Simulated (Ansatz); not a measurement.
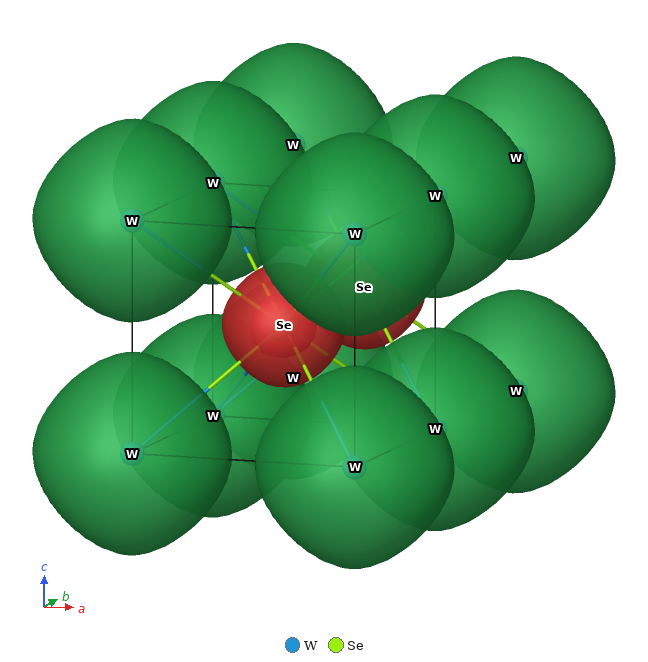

WSe. Isosurfaces of the spin density at +0.08 (green) and −0.08 e/Å³ (red), seen slightly off an axis. Sticks mark near contacts.

Space group Pm-3m; started from the CsCl (B2) prototype, which need not be the ambient phase; computed pressure about −6 GPa in this cell; Hubbard U of 6.2 eV on W d only; spin-polarised.

Theory: DFT r2SCAN+U, scalar-relativistic, plane waves, PAW in Ansatz 0.2.0.

In a PAW calculation such maps are meaningful between the atoms, not at the nuclei.

```cif
data_structure
_symmetry_space_group_name_H-M 'P 1'
_symmetry_Int_Tables_number 1
_cell_length_a 3.6513
_cell_length_b 3.6513
_cell_length_c 3.6513
_cell_angle_alpha 90.000
_cell_angle_beta 90.000
_cell_angle_gamma 90.000
_cell_volume 48.68
loop_
_atom_site_label
_atom_site_type_symbol
_atom_site_fract_x
_atom_site_fract_y
_atom_site_fract_z
_atom_site_occupancy
W1 W 0.00000 0.00000 0.00000 1
Se1 Se 0.50000 0.50000 0.50000 1
```

> Which atoms carry the moments, and with what signs?

The spin density sits on W: +3.8 μB in one cell of 2 atoms, with smaller moments on other sites: Se (up to −0.57 μB): parallel moments on the main sites in this solution. The cell of the calculation (2 atoms) carries 4.0 μB of net spin moment.
